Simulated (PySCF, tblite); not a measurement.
# aluminum chloride (AlCl₃): dynamics, then NMR shifts and electronic excitations on frames, part 1 of 2

Aim: move aluminum chloride (AlCl₃) (`[Cl][Al]([Cl])[Cl]`) away from its starting geometry and see how NMR shifts and electronic excitations follow the geometry.

Programs: tblite 0.8.0 and PySCF 2.14.0, with density-fitted response routines of our own. Each step states its level of theory. These are calculated values for one molecule in the gas phase, unless marked as measured. Atoms are numbered from 0 throughout.

## 1. The starting structure

4 atoms, charge 0, multiplicity 1; geometry from: GFN2-xTB.

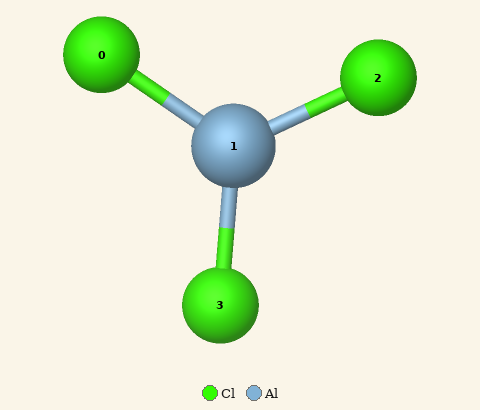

As it starts; chlorine green, aluminium light blue, atoms numbered; sticks join atoms by distance.

## 2. Dynamics with GFN2-xTB

The job: settings as JSON, then the geometry in Å.

```
{"job": {"kind": "md", "xc": "GFN2-xTB", "basis": "xTB", "temperature": 600, "steps": 2000, "every": 50, "frames": 5}, "charge": 0, "multiplicity": 1}
Cl    -1.732466    -0.954814     0.760435
Al     0.002578     0.001049     0.317292
Cl     1.782879    -0.856869     0.781248
Cl    -0.042756     1.815406    -0.592274
```

Method: GFN2-xTB Langevin dynamics, gas phase.

Command:

```console
OMP_NUM_THREADS=1 python probes_run.py task.json out
```

The driver reads the jobs from task.json and runs them one after another.

Output:

```text
t/fs     T/K      E/eV
    0.0   247.1   -406.15686
   25.0   222.3   -406.10219
   50.0   369.1   -406.10517
   75.0   530.9   -406.11273
  100.0   697.8   -406.04946
  125.0   762.2   -405.93949
  150.0   695.3   -405.90911
  175.0   730.8   -406.11485
  200.0   818.9   -405.94575
  225.0   485.2   -405.86170
  250.0  1172.0   -406.05642
  275.0   569.8   -405.98489
  300.0   325.4   -405.74899
  325.0   764.2   -406.05780
  350.0   614.3   -405.97910
  375.0   497.5   -405.92155
  400.0   740.8   -406.07018
  425.0   204.9   -405.96365
  450.0   289.3   -406.03659
  475.0   504.4   -406.03287
  500.0   553.2   -406.00638
  525.0   586.3   -405.95116
  550.0   883.8   -406.07094
  575.0   301.2   -405.99877
  600.0   335.8   -405.99998
  625.0   222.2   -405.90424
  650.0   813.7   -406.11358
  675.0   627.3   -406.05339
  700.0   743.8   -405.95343
  725.0   408.8   -405.90728
  750.0   558.9   -405.92479
  775.0   842.2   -406.00241
  800.0   898.7   -406.03158
  825.0   751.0   -406.06046
  850.0   576.1   -405.98980
  875.0   724.0   -405.80592
  900.0   503.6   -405.51203
  925.0   551.7   -405.53282
  950.0   547.6   -405.65085
  975.0  1073.9   -405.96844
 1000.0  1029.1   -406.05832
```

It took 13 s on 1 thread of Intel Xeon Platinum 8375C at 2.90GHz, shared host; peak memory 0.19 GiB.

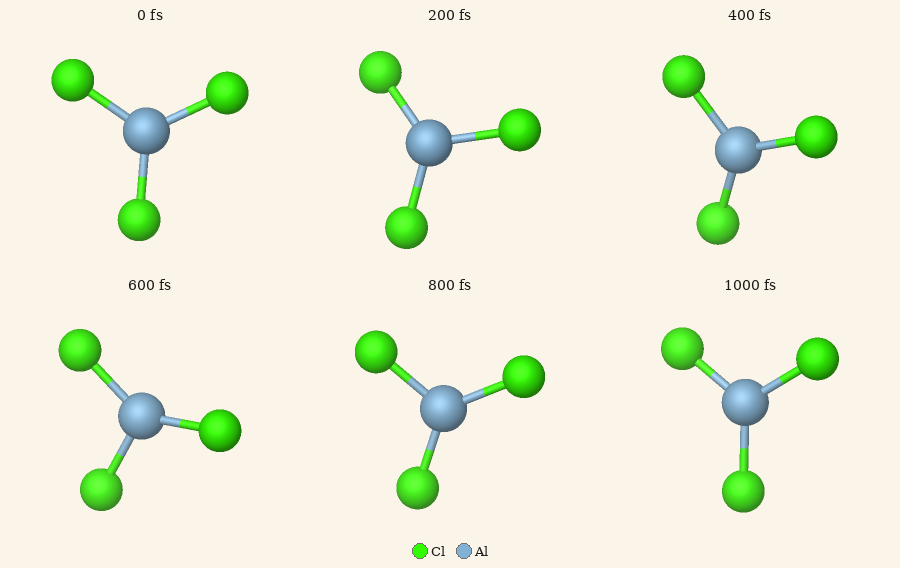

Frames of the run.

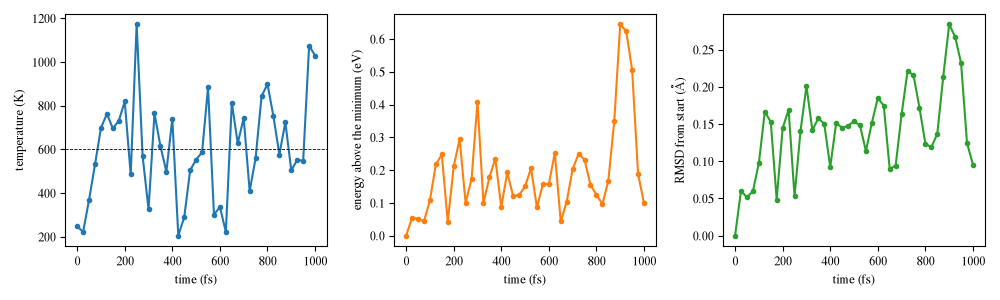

Temperature, potential energy and distance from the start.

Positions (Å) and forces (eV/Å) at 1000 fs:

```xyz
4

Cl   -1.994   -1.344    1.550   -1.342   -0.471    0.689
Al   -0.473   -0.652    0.520    1.476    0.756   -0.538
Cl    1.131   -1.933    0.505   -0.124    0.240   -0.203
Cl   -0.406    1.276   -0.192   -0.010   -0.525    0.052
```

## 3. Nuclear shieldings: 250 fs, PBE0/pcSseg-1

The job: settings as JSON, then the geometry in Å.

```
{"job": {"kind": "nmr", "xc": "PBE0", "basis": "pcSseg-1", "pop": false}, "charge": 0, "multiplicity": 1}
Cl    -1.817900    -1.050200     1.506200
Al    -0.588200     0.086900     0.468600
Cl     1.253200    -0.580400     0.152100
Cl    -1.136400     1.873200    -0.163000
```

Level: GIAO PBE0/pcSseg-1 NMR shielding, non-relativistic, gas phase.

Output:

```text
coarse grid: 6496 points
cycle   1  E = -1622.5420187088  dE =  5.108e-01  |g| = 3.525e-01  |ddm| = 2.126e+00
cycle   2  E = -1622.5410452721  dE =  9.734e-04  |g| = 3.926e-01  |ddm| = 8.584e-01
cycle   3  E = -1622.5776484977  dE = -3.660e-02  |g| = 2.829e-02  |ddm| = 4.334e-01
cycle   4  E = -1622.5778153221  dE = -1.668e-04  |g| = 1.137e-02  |ddm| = 3.809e-02
cycle   5  E = -1622.5778498539  dE = -3.453e-05  |g| = 7.304e-04  |ddm| = 1.322e-02
cycle   6  E = -1622.5778499790  dE = -1.251e-07  |g| = 1.279e-04  |ddm| = 8.084e-04
final grid: 47128 points
cycle   7  E = -1622.5961180367  dE = -1.896e-05  |g| = 4.711e-03  |ddm| = 8.974e-03
cycle   8  E = -1622.5961185885  dE = -5.517e-07  |g| = 3.011e-03  |ddm| = 5.481e-03
cycle   9  E = -1622.5961198898  dE = -1.301e-06  |g| = 5.436e-04  |ddm| = 3.123e-03
cycle  10  E = -1622.5961199657  dE = -7.593e-08  |g| = 7.503e-05  |ddm| = 6.408e-04
cycle  11  E = -1622.5961199671  dE = -1.462e-09  |g| = 7.673e-06  |ddm| = 8.747e-05
cycle  12  E = -1622.5961199672  dE = -1.023e-11  |g| = 2.055e-06  |ddm| = 7.591e-06
converged SCF energy = -1622.5961199672

GIAO shielding tensors (ppm)
atom      isotropic    diamagn.    paramagn.     s11        s22        s33       span
  0 Cl     933.592    1148.547    -214.955    851.088    907.289   1042.398    191.311
  1 Al     394.789     797.599    -402.810    340.984    415.970    427.413     86.429
  2 Cl     932.407    1149.180    -216.773    849.484    904.403   1043.332    193.848
  3 Cl     938.477    1148.782    -210.305    854.381    912.777   1048.273    193.893
```

Wall time 9.3 s (1 thread of Intel Xeon Platinum 8375C at 2.90GHz, shared host); peak memory 0.51 GiB.

The references, computed at this level on geometries of the same kind, shield at (ppm): 27Al AlH4- 490.0, 35Cl HCl 950. Their shielding less the atom's gives the shift. The references are single molecules in the gas phase. Shifts against hydride references such as AlH4− lie on their own scale. Each atom is listed at this fixed geometry, with no averaging over motion; a spectrum would average atoms that exchange fast.

| atoms | environment | σ (ppm) | δ (ppm) |
| --- | --- | --- | --- |
| Cl2 | chlorine bonded to Al | 932 | 17 |
| Cl0 | chlorine bonded to Al | 934 | 16 |
| Cl3 | chlorine bonded to Al | 938 | 11 |
| Al1 | aluminium bonded to 3 Cl | 394.8 | 95.2 |

The fields below are evaluated on a grid from the run's orbitals.

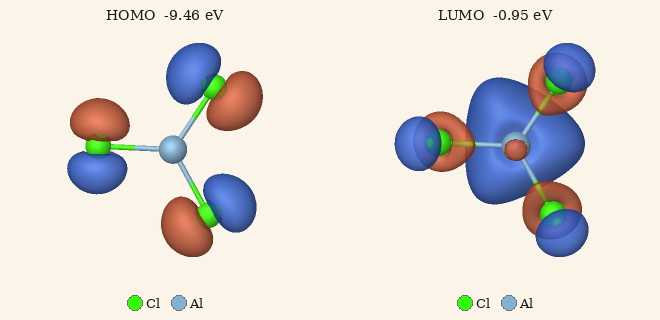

Frontier orbitals at PBE0/pcSseg-1; each surface holds 70 % of the orbital's density, blue and red mark the sign.

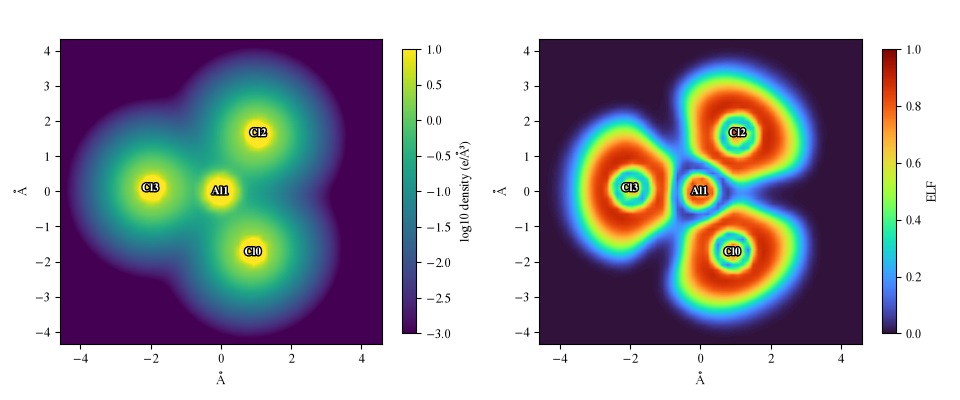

Density (left) and ELF (right) in a plane through or near 4 of the atoms.

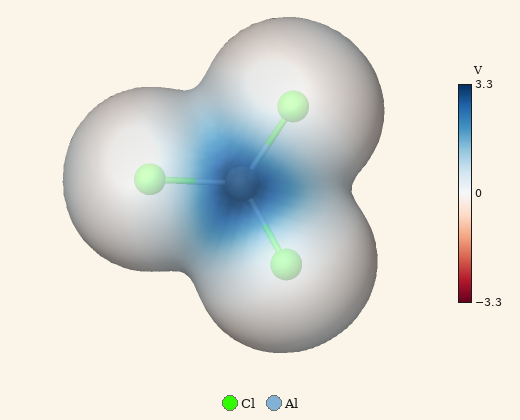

The potential that a unit positive charge feels on the 0.002 e/bohr³ surface, from the 1st to the 99th percentile, from -0.24 V near Cl2 to 3.30 V near Al1.

## 4. Ultraviolet spectrum: 250 fs, PBE0/def2-SVPD

The job: settings as JSON, then the geometry in Å.

```
{"job": {"kind": "uv", "xc": "PBE0", "basis": "def2-SVPD", "nstates": 5, "ntriplets": 0}, "charge": 0, "multiplicity": 1}
Cl    -1.817900    -1.050200     1.506200
Al    -0.588200     0.086900     0.468600
Cl     1.253200    -0.580400     0.152100
Cl    -1.136400     1.873200    -0.163000
```

With the program's defaults for keys left out, this is: TDDFT PBE0/def2-SVPD, vertical, gas phase, core orbitals frozen in the response.

Output:

```text
coarse grid: 6496 points
cycle   1  E = -1621.9765321174  dE =  4.724e-01  |g| = 3.151e-01  |ddm| = 3.088e+00
cycle   2  E = -1621.9759855903  dE =  5.465e-04  |g| = 3.256e-01  |ddm| = 1.269e+00
cycle   3  E = -1622.0052366814  dE = -2.925e-02  |g| = 3.581e-02  |ddm| = 6.157e-01
cycle   4  E = -1622.0056032321  dE = -3.666e-04  |g| = 8.488e-03  |ddm| = 7.058e-02
cycle   5  E = -1622.0056248519  dE = -2.162e-05  |g| = 5.043e-04  |ddm| = 2.254e-02
cycle   6  E = -1622.0056249259  dE = -7.398e-08  |g| = 8.798e-05  |ddm| = 2.297e-03
final grid: 47128 points
cycle   7  E = -1622.1723106388  dE = -6.458e-06  |g| = 2.787e-03  |ddm| = 1.846e-02
cycle   8  E = -1622.1723110554  dE = -4.165e-07  |g| = 2.513e-03  |ddm| = 8.032e-03
cycle   9  E = -1622.1723126471  dE = -1.592e-06  |g| = 3.041e-04  |ddm| = 3.871e-03
cycle  10  E = -1622.1723126760  dE = -2.896e-08  |g| = 2.003e-05  |ddm| = 6.453e-04
cycle  11  E = -1622.1723126761  dE = -1.030e-10  |g| = 4.488e-06  |ddm| = 4.390e-05
converged SCF energy = -1622.1723126761

Static polarisability (au): isotropic 58.588, principal 47.940 63.646 64.179

Singlet excitations
state   eV       nm        f      main configurations
  1   7.0315    176.3   0.00011   H->L 0.88, H->L+1 0.11
  2   7.2492    171.0   0.00009   H->L+1 0.88, H->L 0.11
  3   7.6146    162.8   0.00123   H-1->L 0.96
  4   7.6802    161.4   0.00058   H-2->L 0.96
  5   7.8190    158.6   0.01875   H-3->L 0.70, H-3->L+1 0.17
```

It took 7.7 s on 1 thread of Intel Xeon Platinum 8375C at 2.90GHz, shared host; peak memory 0.44 GiB.

Frontier orbitals and where they lie:

| orbital | eV | atoms |
| --- | --- | --- |
| HOMO−3 | -10.26 | Cl3 45 %, Cl2 34 %, Al1 11 % |
| HOMO−2 | -10.11 | Cl3 54 %, Cl0 32 %, Al1 9 % |
| HOMO−1 | -10.03 | Cl2 60 %, Cl0 28 %, Al1 9 % |
| HOMO | -9.45 | Cl2 38 %, Cl0 34 %, Cl3 28 % |
| LUMO | -1.08 | Al1 58 %, Cl3 14 %, Cl0 14 % |
| LUMO+1 | -0.76 | Al1 44 %, Cl3 19 %, Cl0 18 % |
| LUMO+2 | 1.13 | Al1 45 %, Cl3 19 %, Cl0 19 % |

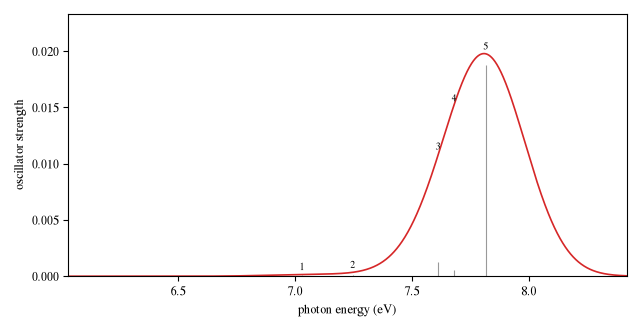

Absorption spectrum from the 5 singlet states computed; above the last one it falls off for lack of states. Lines are broadened to a width of 0.40 eV (Gaussian).

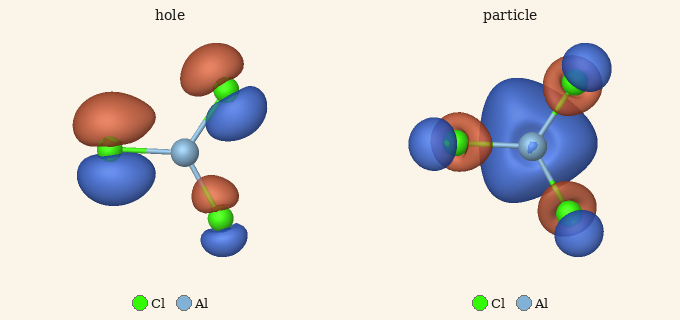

Leading natural transition orbitals of singlet state 5: the electron leaves the hole (left) for the particle orbital (right).

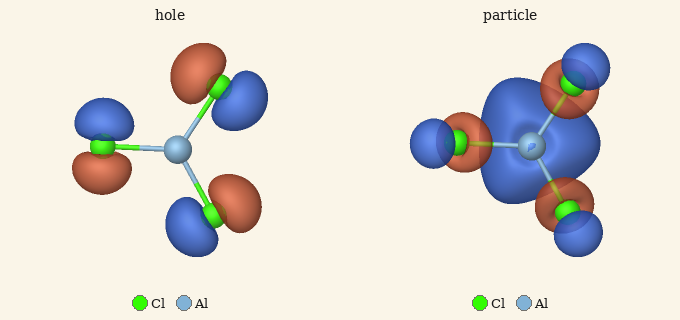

Leading natural transition orbitals of singlet state 1: the electron leaves the hole (left) for the particle orbital (right).

Further results of this job:

| property | computed |
| --- | --- |
| dipole moment (D) | 0.18 |
| polarisability (Å³) | 8.68 |
| HOMO–LUMO gap (eV) | 8.37 |
| −ε(HOMO) (eV) | 9.45 |

## 5. Nuclear shieldings: 425 fs, PBE0/pcSseg-1

The job: settings as JSON, then the geometry in Å.

```
{"job": {"kind": "nmr", "xc": "PBE0", "basis": "pcSseg-1", "pop": false}, "charge": 0, "multiplicity": 1}
Cl    -2.093100    -1.289400     1.009800
Al    -0.696000     0.140300     0.718900
Cl     0.966900    -0.577200    -0.081300
Cl    -1.025900     2.114600     0.436100
```

Level: GIAO PBE0/pcSseg-1 NMR shielding, non-relativistic, gas phase.

Output:

```text
coarse grid: 6496 points
cycle   1  E = -1622.5372659968  dE =  4.448e-01  |g| = 3.714e-01  |ddm| = 2.107e+00
cycle   2  E = -1622.5321043583  dE =  5.162e-03  |g| = 4.333e-01  |ddm| = 9.402e-01
cycle   3  E = -1622.5784545055  dE = -4.635e-02  |g| = 2.847e-02  |ddm| = 4.841e-01
cycle   4  E = -1622.5786197204  dE = -1.652e-04  |g| = 1.150e-02  |ddm| = 3.790e-02
cycle   5  E = -1622.5786547699  dE = -3.505e-05  |g| = 8.509e-04  |ddm| = 1.330e-02
cycle   6  E = -1622.5786549194  dE = -1.495e-07  |g| = 3.052e-04  |ddm| = 1.069e-03
final grid: 47128 points
cycle   7  E = -1622.5959752733  dE = -1.924e-05  |g| = 4.837e-03  |ddm| = 9.854e-03
cycle   8  E = -1622.5959758383  dE = -5.650e-07  |g| = 3.122e-03  |ddm| = 5.699e-03
cycle   9  E = -1622.5959772590  dE = -1.421e-06  |g| = 5.770e-04  |ddm| = 3.281e-03
cycle  10  E = -1622.5959773459  dE = -8.685e-08  |g| = 7.811e-05  |ddm| = 6.842e-04
cycle  11  E = -1622.5959773475  dE = -1.586e-09  |g| = 9.258e-06  |ddm| = 9.028e-05
cycle  12  E = -1622.5959773475  dE = -1.273e-11  |g| = 3.269e-06  |ddm| = 1.066e-05
converged SCF energy = -1622.5959773475

GIAO shielding tensors (ppm)
atom      isotropic    diamagn.    paramagn.     s11        s22        s33       span
  0 Cl     916.295    1148.297    -232.002    818.568    886.098   1044.218    225.649
  1 Al     400.862     796.703    -395.840    350.752    414.573    437.262     86.509
  2 Cl     902.229    1149.552    -247.323    815.272    876.582   1014.833    199.561
  3 Cl     923.878    1148.455    -224.577    824.834    895.878   1050.923    226.089
```

Wall time 4.6 s (1 thread of Intel Xeon Platinum 8375C at 2.90GHz, shared host); peak memory 0.46 GiB.

In short: δ Cl2 48, Cl0 33, Cl3 26, Al1 89.1 ppm.

## 6. TDDFT and polarisability: 425 fs, PBE0/def2-SVPD

The job: settings as JSON, then the geometry in Å.

```
{"job": {"kind": "uv", "xc": "PBE0", "basis": "def2-SVPD", "nstates": 5, "ntriplets": 0}, "charge": 0, "multiplicity": 1}
Cl    -2.093100    -1.289400     1.009800
Al    -0.696000     0.140300     0.718900
Cl     0.966900    -0.577200    -0.081300
Cl    -1.025900     2.114600     0.436100
```

With the program's defaults for keys left out, this is: TDDFT PBE0/def2-SVPD, vertical, gas phase, core orbitals frozen in the response.

Output:

```text
coarse grid: 6496 points
cycle   1  E = -1621.9736465679  dE =  4.052e-01  |g| = 3.335e-01  |ddm| = 2.990e+00
cycle   2  E = -1621.9691029240  dE =  4.544e-03  |g| = 3.668e-01  |ddm| = 1.357e+00
cycle   3  E = -1622.0074664437  dE = -3.836e-02  |g| = 3.579e-02  |ddm| = 6.719e-01
cycle   4  E = -1622.0078286489  dE = -3.622e-04  |g| = 8.849e-03  |ddm| = 6.680e-02
cycle   5  E = -1622.0078520531  dE = -2.340e-05  |g| = 7.663e-04  |ddm| = 2.210e-02
cycle   6  E = -1622.0078522040  dE = -1.509e-07  |g| = 3.393e-04  |ddm| = 2.183e-03
final grid: 47128 points
cycle   7  E = -1622.1731381901  dE = -6.840e-06  |g| = 3.036e-03  |ddm| = 1.669e-02
cycle   8  E = -1622.1731386479  dE = -4.578e-07  |g| = 2.751e-03  |ddm| = 8.789e-03
cycle   9  E = -1622.1731405750  dE = -1.927e-06  |g| = 3.406e-04  |ddm| = 4.192e-03
cycle  10  E = -1622.1731406117  dE = -3.674e-08  |g| = 1.888e-05  |ddm| = 6.813e-04
cycle  11  E = -1622.1731406118  dE = -8.504e-11  |g| = 7.036e-06  |ddm| = 3.892e-05
converged SCF energy = -1622.1731406118

Static polarisability (au): isotropic 59.928, principal 49.188 63.560 67.036

Singlet excitations
state   eV       nm        f      main configurations
  1   5.9599    208.0   0.00008   H->L 0.99
  2   6.5149    190.3   0.00024   H-1->L 0.91
  3   6.6330    186.9   0.00111   H-2->L 0.94
  4   6.7964    182.4   0.04879   H-3->L 0.90
  5   6.9769    177.7   0.05887   H-4->L 0.92
```

It took 4.5 s on 1 thread of Intel Xeon Platinum 8375C at 2.90GHz, shared host; peak memory 0.46 GiB.

This run: HOMO -9.36 eV, LUMO -2.02 eV; lowest singlet 5.96 eV.

## 7. NMR shieldings: 625 fs, PBE0/pcSseg-1

The job: settings as JSON, then the geometry in Å.

```
{"job": {"kind": "nmr", "xc": "PBE0", "basis": "pcSseg-1", "pop": false}, "charge": 0, "multiplicity": 1}
Cl    -1.877700    -1.737900     1.309700
Al    -0.485800    -0.538400     0.676400
Cl     1.321400    -0.721600    -0.098900
Cl    -1.340900     1.296900     0.340600
```

Method: GIAO PBE0/pcSseg-1 NMR shielding, non-relativistic, gas phase.

Output:

```text
coarse grid: 6496 points
cycle   1  E = -1622.5303140564  dE =  4.945e-01  |g| = 3.669e-01  |ddm| = 2.120e+00
cycle   2  E = -1622.5272587699  dE =  3.055e-03  |g| = 4.195e-01  |ddm| = 9.181e-01
cycle   3  E = -1622.5700859901  dE = -4.283e-02  |g| = 2.892e-02  |ddm| = 4.678e-01
cycle   4  E = -1622.5702583975  dE = -1.724e-04  |g| = 1.167e-02  |ddm| = 3.885e-02
cycle   5  E = -1622.5702946250  dE = -3.623e-05  |g| = 8.096e-04  |ddm| = 1.354e-02
cycle   6  E = -1622.5702947696  dE = -1.446e-07  |g| = 2.373e-04  |ddm| = 9.554e-04
final grid: 47128 points
cycle   7  E = -1622.5890394687  dE = -1.974e-05  |g| = 4.429e-03  |ddm| = 8.575e-03
cycle   8  E = -1622.5890399045  dE = -4.358e-07  |g| = 2.749e-03  |ddm| = 4.912e-03
cycle   9  E = -1622.5890409749  dE = -1.070e-06  |g| = 5.465e-04  |ddm| = 2.891e-03
cycle  10  E = -1622.5890410522  dE = -7.738e-08  |g| = 7.224e-05  |ddm| = 6.428e-04
cycle  11  E = -1622.5890410536  dE = -1.337e-09  |g| = 8.729e-06  |ddm| = 8.480e-05
cycle  12  E = -1622.5890410536  dE = -1.819e-11  |g| = 2.510e-06  |ddm| = 9.601e-06
converged SCF energy = -1622.5890410536

GIAO shielding tensors (ppm)
atom      isotropic    diamagn.    paramagn.     s11        s22        s33       span
  0 Cl     924.243    1148.415    -224.172    832.721    893.437   1046.572    213.850
  1 Al     396.839     796.971    -400.133    345.026    370.083    475.407    130.381
  2 Cl     938.909    1148.952    -210.043    845.391    911.313   1060.021    214.630
  3 Cl     889.793    1148.996    -259.203    810.562    846.462   1012.357    201.795
```

Wall time 6.2 s (1 thread of Intel Xeon Platinum 8375C at 2.90GHz, shared host); peak memory 0.46 GiB.

In short: δ Cl3 60, Cl0 26, Cl2 11, Al1 93.1 ppm.

## 8. Ultraviolet spectrum: 625 fs, PBE0/def2-SVPD

The job: settings as JSON, then the geometry in Å.

```
{"job": {"kind": "uv", "xc": "PBE0", "basis": "def2-SVPD", "nstates": 5, "ntriplets": 0}, "charge": 0, "multiplicity": 1}
Cl    -1.877700    -1.737900     1.309700
Al    -0.485800    -0.538400     0.676400
Cl     1.321400    -0.721600    -0.098900
Cl    -1.340900     1.296900     0.340600
```

With the program's defaults for keys left out, this is: TDDFT PBE0/def2-SVPD, vertical, gas phase, core orbitals frozen in the response.

Output:

```text
coarse grid: 6496 points
cycle   1  E = -1621.9652804499  dE =  4.553e-01  |g| = 3.295e-01  |ddm| = 3.056e+00
cycle   2  E = -1621.9626937668  dE =  2.587e-03  |g| = 3.534e-01  |ddm| = 1.389e+00
cycle   3  E = -1621.9979351526  dE = -3.524e-02  |g| = 3.605e-02  |ddm| = 6.813e-01
cycle   4  E = -1621.9983020068  dE = -3.669e-04  |g| = 9.057e-03  |ddm| = 7.077e-02
cycle   5  E = -1621.9983265386  dE = -2.453e-05  |g| = 8.428e-04  |ddm| = 2.425e-02
cycle   6  E = -1621.9983267128  dE = -1.743e-07  |g| = 3.725e-04  |ddm| = 2.478e-03
final grid: 47128 points
cycle   7  E = -1622.1659369480  dE = -6.191e-06  |g| = 2.374e-03  |ddm| = 1.743e-02
cycle   8  E = -1622.1659371772  dE = -2.292e-07  |g| = 2.212e-03  |ddm| = 6.903e-03
cycle   9  E = -1622.1659384449  dE = -1.268e-06  |g| = 2.590e-04  |ddm| = 3.453e-03
cycle  10  E = -1622.1659384660  dE = -2.107e-08  |g| = 2.092e-05  |ddm| = 5.725e-04
cycle  11  E = -1622.1659384661  dE = -1.112e-10  |g| = 6.559e-06  |ddm| = 4.350e-05
converged SCF energy = -1622.1659384661

Static polarisability (au): isotropic 59.253, principal 48.471 62.828 66.460

Singlet excitations
state   eV       nm        f      main configurations
  1   6.1128    202.8   0.00158   H->L 0.98
  2   6.6616    186.1   0.00759   H-1->L 0.96
  3   7.1275    174.0   0.04908   H-2->L 0.93
  4   7.2440    171.2   0.00175   H->L+1 0.62, H-3->L 0.30
  5   7.2637    170.7   0.00077   H-3->L 0.60, H->L+1 0.34
```

It took 4.4 s on 1 thread of Intel Xeon Platinum 8375C at 2.90GHz, shared host; peak memory 0.46 GiB.

In short: HOMO -9.10 eV, LUMO -1.65 eV; lowest singlet 6.11 eV.

(Continued in part 2 of 2.)
